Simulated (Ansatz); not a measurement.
Fields on a plane of AlNi (CsCl type)

```xyz
2
Lattice="2.8622 0.0000 0.0000 0.0000 2.8622 0.0000 0.0000 0.0000 2.8622" Properties=species:S:1:pos:R:3 pbc="T T T"
Al     0.0000     0.0000     0.0000
Ni     1.4311     1.4311     1.4311
```

The slice is a {110} plane (indices of the conventional cell) through the point (0.500, 0.500, 0.500) (fractional), spanned by u = [100] and v = [011] in vectors of this cell: u (2.86 Å) and v (4.05 Å, at 90° to u). It covers one period; positions are fractions (u, v).

Atoms on it: Al at (0.50, 0.50); Ni at (0.00, 0.00).

All values below come from PBEsol (plane waves to 420 eV, PAW, scalar-relativistic; Ansatz, a quantum-chemistry and plane-wave program). k mesh 16×16×16. Inside the PAW spheres the values are not all-electron values, and peaks at nuclei hang on which shells count as valence. AlNi is run without spin polarisation. AlNi was relaxed with its symmetry unable to fall.

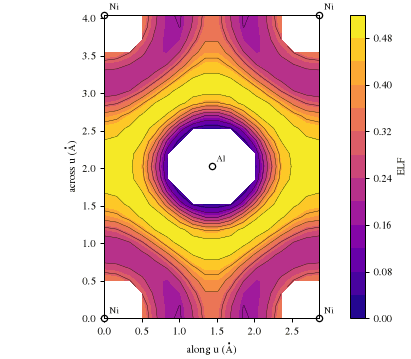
Fig. 1. Electron localisation function (ELF), one period of the plane, atoms marked. Points within 0.5 Å of a nucleus are left white, as the pseudised field means little there.

```tsv
v \ u	0.00	0.18	0.35	0.53	0.71	0.88
0.88	x	x	6.7	9.1	x	x
0.75	4.0	5.3	3.5	1.4	4.6	4.9
0.62	8.4	2.7	x	x	x	6.1
0.50	7.7	x	x	x	x	3.9
0.38	8.4	2.7	x	x	x	6.1
0.25	4.0	5.3	3.5	1.4	4.6	4.9
0.12	x	x	6.7	9.1	x	x
0.00	x	x	4.6	9.5	x	x
```

Values: electrostatic potential energy of an electron, from the cell's mean, in eV. Points within 1 Å of a nucleus are blanked (x), as the pseudised field means little there. The zero, the cell's mean, hangs on the PAW cores.

| Property | Value |
|---|---|
| Density on the Al–Ni line (2.48 Å) at its midpoint | 0.31 e/Å³ |
| ELF at that point | 0.4 |
| ELF maximum in the middle third of the Al–Ni line | 0.51, 1.0 Å from Al |
